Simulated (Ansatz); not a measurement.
# B3LYP/6-31G(d) (spherical functions) run of CH3FO (SMILES OCF)

What is the vertical electron affinity of CH3FO at B3LYP/6-31G* (spherical functions)? 

Program for the calculation: Ansatz 0.2.0.

42 further runs of the same task are left out: 42 set aside as unsound or not needed. Runs told in other sessions of the task aren't counted.

**1. Starting point**

CH3FO has 6 atoms, charge 0, and is taken as a singlet. SMILES: `OCF`. Geometry: relaxed at PBE0-D4/def2-TZVP. This is one conformer, not always the lowest.

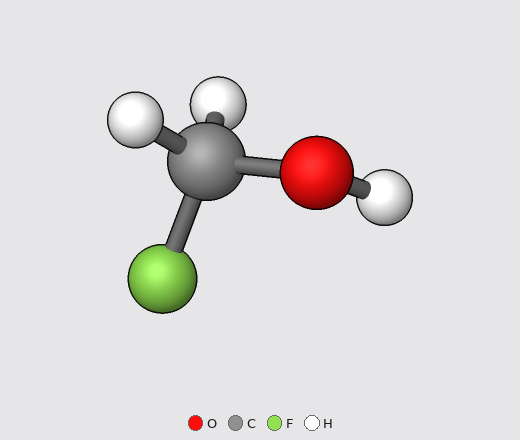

The structure, seen from a chosen angle (oxygen red, carbon grey, fluorine green, hydrogen white).

**2. A single-point energy at B3LYP/6-31G(d) (spherical functions)**

Contents of molecule.yaml:

```yaml
crystal:
  periodic: [false, false, false]
  atoms:
    - {symbol: O, position_ang: [-0.794000, -0.697200, -0.247400]}
    - {symbol: C, position_ang: [0.250200, 0.049000, 0.230800]}
    - {symbol: F, position_ang: [-0.094100, 1.383200, 0.323800]}
    - {symbol: H, position_ang: [-0.928700, -0.495100, -1.178000]}
    - {symbol: H, position_ang: [1.136800, 0.004900, -0.412500]}
    - {symbol: H, position_ang: [0.472100, -0.308800, 1.237300]}
basis:
  gaussian:
    orbitals: 6-31G_st_-spherical.json
output:
  orbitals: {seedname: orbitals}
hamiltonian:
  xc: {name: B3LYP}
accuracy: high
```

The basis set 6-31G* is read from a file made from the Basis Set Exchange's data (not shown).

Run with:

```bash
$ ansatz run molecule.yaml --threads 1 --pin off --max-ram 2610MiB --events-out events.jsonl --progress --plain --runs-dir runs
```

Output:

```text
Warning: RAYON_NUM_THREADS=1 ignored (pool sized by the plan → 1); use --threads N
Functional definition: B3LYP
  name "B3LYP"
  parameter a0 = 0.2
  parameter ax = 0.72
  parameter ac = 0.81
  exchange = (1 - a0 - ax)*slater_x + ax*b88_x + a0*exact_x
  correlation = (1 - ac)*vwn_rpa_c + ac*lyp_c
1077 factors; integrals over basis functions are off by at most 2.9e-9 eV
mean field evaluation 1: about -5846.1374 eV, gradient 4.2e1 eV
mean field evaluation 2: about -5843.8703 eV, gradient 5.6e1 eV
mean field evaluation 4: about -5849.1431 eV, gradient 1.6e0 eV
mean field evaluation 8: about -5849.1407 eV, gradient 1.6e-1 eV
mean field evaluation 16: about -5849.1407 eV, gradient 6.8e-7 eV
mean field -5849.14069651 eV, -214.9519559066 hartree, gradient 6.4e-8 eV, S^2 0.000000; 0 other end points of the search recorded, 0 dependent functions left out
reference -5849.14072082 eV, -214.9519568001 hartree; 13, 13 occupied and 35, 35 virtual orbitals, 1077 factors
Total energy: -5849.14072082 eV, -214.9519568001 hartree
```

It took 1.8 s on 1 thread of Arm Neoverse V2, shared host; peak memory 0.12 GiB.

**3. The doublet anion**

Contents of input.yaml:

```yaml
crystal:
  periodic: [false, false, false]
  atoms:
    - {symbol: O, position_ang: [-0.794000, -0.697200, -0.247400]}
    - {symbol: C, position_ang: [0.250200, 0.049000, 0.230800]}
    - {symbol: F, position_ang: [-0.094100, 1.383200, 0.323800]}
    - {symbol: H, position_ang: [-0.928700, -0.495100, -1.178000]}
    - {symbol: H, position_ang: [1.136800, 0.004900, -0.412500]}
    - {symbol: H, position_ang: [0.472100, -0.308800, 1.237300]}
basis:
  gaussian:
    orbitals: 6-31G_st_-spherical.json
total_charge: -1
magnetization:
  spin_polarized: true
  initial_magnetization: 1
hamiltonian:
  xc: {name: B3LYP}
accuracy: high
output: {orbitals: {seedname: orbitals}}
```

The basis set 6-31G* is read from a file made from the Basis Set Exchange's data (not shown).

Run with:

```bash
$ ansatz run input.yaml --threads 1 --pin off --max-ram 2610MiB --events-out events.jsonl --progress --plain --runs-dir runs
```

Output:

```text
Warning: RAYON_NUM_THREADS=1 ignored (pool sized by the plan → 1); use --threads N
Functional definition: B3LYP
  name "B3LYP"
  parameter a0 = 0.2
  parameter ax = 0.72
  parameter ac = 0.81
  exchange = (1 - a0 - ax)*slater_x + ax*b88_x + a0*exact_x
  correlation = (1 - ac)*vwn_rpa_c + ac*lyp_c
1077 factors; integrals over basis functions are off by at most 2.9e-9 eV
mean field evaluation 1: about -5842.6764 eV, gradient 2.2e1 eV
mean field evaluation 2: about -5839.2789 eV, gradient 3.8e1 eV
mean field evaluation 4: about -5844.4178 eV, gradient 2.5e0 eV
mean field evaluation 8: about -5844.6809 eV, gradient 2.8e-1 eV
mean field evaluation 16: about -5844.6815 eV, gradient 6.4e-4 eV
mean field evaluation 32: about -5843.5630 eV, gradient 8.8e0 eV
mean field -5844.68149350 eV, -214.7880832186 hartree, gradient 9.2e-8 eV, S^2 0.750919; 2 other end points of the search recorded, 0 dependent functions left out
reference -5844.68152154 eV, -214.7880842491 hartree; 14, 13 occupied and 34, 35 virtual orbitals, 1077 factors
Total energy: -5844.68152154 eV, -214.7880842491 hartree
```

Run time: 5.7 s. Hardware: 1 thread of Arm Neoverse V2, shared host; peak memory 0.17 GiB.

**4. What came out**

Level: B3LYP/6-31G* (spherical functions).

```
                                         quantity          value
                      singlet CH3FO: total energy  -214.95196 Eh
                       singlet CH3FO: HOMO energy       -8.39 eV
                       singlet CH3FO: LUMO energy        1.93 eV
                     singlet CH3FO: HOMO–LUMO gap       10.31 eV
                      doublet anion: total energy  -214.78808 Eh
doublet anion: HOMO energy (highest over α and β)        7.05 eV
 doublet anion: LUMO energy (lowest over α and β)        9.05 eV
                              doublet anion: ⟨S²⟩          0.751
vertical electron affinity (to the doublet anion)      -4.459 eV
```

The anion lies 4.46 eV (430 kJ/mol) above the neutral: the electron isn't bound at this level, and such a value depends on the basis. Without diffuse functions anions come out too high. The HOMO (doublet anion) lies at positive energy, 7.05 eV, from the functional's self-interaction, a short basis or an electron that isn't bound; only total energies against the neutral tell.
